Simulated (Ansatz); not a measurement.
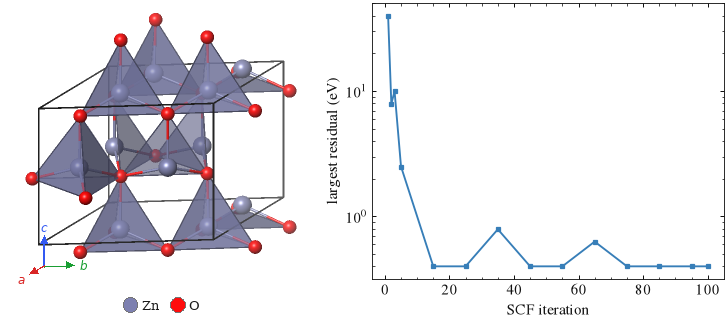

Beside the plot: the structure.

The plot shows the SCF iterations of a calculation: largest residual. Only some iterations were kept.

The run: Zn8O7 (P1, 15 atoms in the cell, total charge +2), by DFT, PBE, norm-conserving potentials, plane waves, scalar-relativistic in Ansatz; cutoff 1240 eV, 1×1×1 k-mesh, fixed occupations.
Setting under test: default search for lower states.

**Was self-consistency reached?**

The run gave up at step 100 without converging. The residual stalls around 0.4 from about step 15 on.
